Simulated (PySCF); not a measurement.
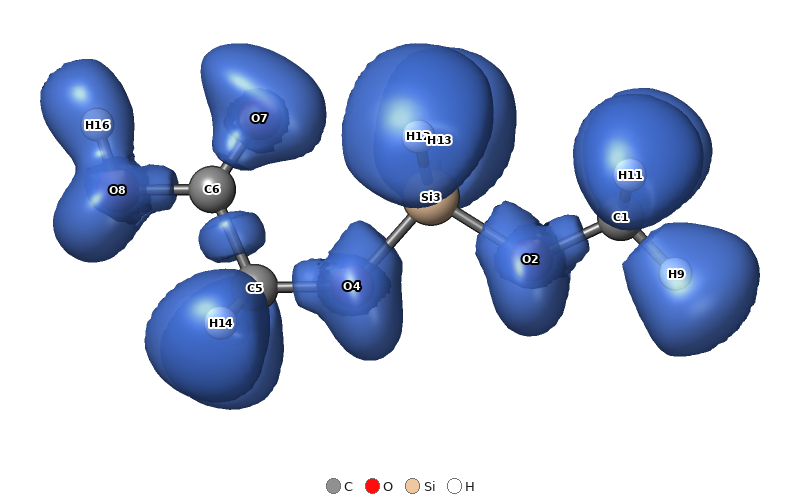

Figure 1: C3H8O4Si (SMILES CO[SiH2]OCC(=O)O). Isosurface of the electron localisation function at 0.75 (blue), seen across its widest extent. Core shells and regions of very low density are left out.

Geometry: PBE0-D3(BJ)/def2-SVP.

These are results of PySCF, PBE0/pcSseg-1, SCF density, gas phase, non-relativistic, not measurements.

```yaml
atoms:
  - { symbol: C, position_ang: [-3.2934, -0.4763, -0.2026] }
  - { symbol: O, position_ang: [-1.9946, -0.2495, -0.6558] }
  - { symbol: Si, position_ang: [-0.6926, -0.0846, 0.3656] }
  - { symbol: O, position_ang: [0.5290, 0.0938, -0.7581] }
  - { symbol: C, position_ang: [1.8800, 0.3008, -0.6380] }
  - { symbol: C, position_ang: [2.3404, 0.3117, 0.7971] }
  - { symbol: O, position_ang: [1.5858, 0.1740, 1.7270] }
  - { symbol: O, position_ang: [3.6499, 0.4911, 0.9264] }
  - { symbol: H, position_ang: [-3.9507, -0.6494, -1.0691] }
  - { symbol: H, position_ang: [-3.3654, -1.3661, 0.4532] }
  - { symbol: H, position_ang: [-3.7003, 0.3869, 0.3589] }
  - { symbol: H, position_ang: [-0.9038, 1.1303, 1.2033] }
  - { symbol: H, position_ang: [-0.5904, -1.3337, 1.1725] }
  - { symbol: H, position_ang: [2.1866, 1.2628, -1.0920] }
  - { symbol: H, position_ang: [2.4561, -0.4818, -1.1673] }
  - { symbol: H, position_ang: [3.8511, 0.4881, 1.8753] }
```

Describe the localisation domains.

At this value the surface marks out one region between bonded C–C atoms (shared pairs), seven regions around hydrogen nuclei, three regions on O in which the atom's valence shell and bonds are merged and one joined region spread over several atoms (H, O), in which their bonds and any lone pairs are merged. Profiles from the grid: C–O (1.21 Å): the ELF peaks at about 0.85 between the atoms: a multiple bond. C–C (1.51 Å): the ELF peaks at about 0.95 between the atoms, as expected for a shared electron pair.
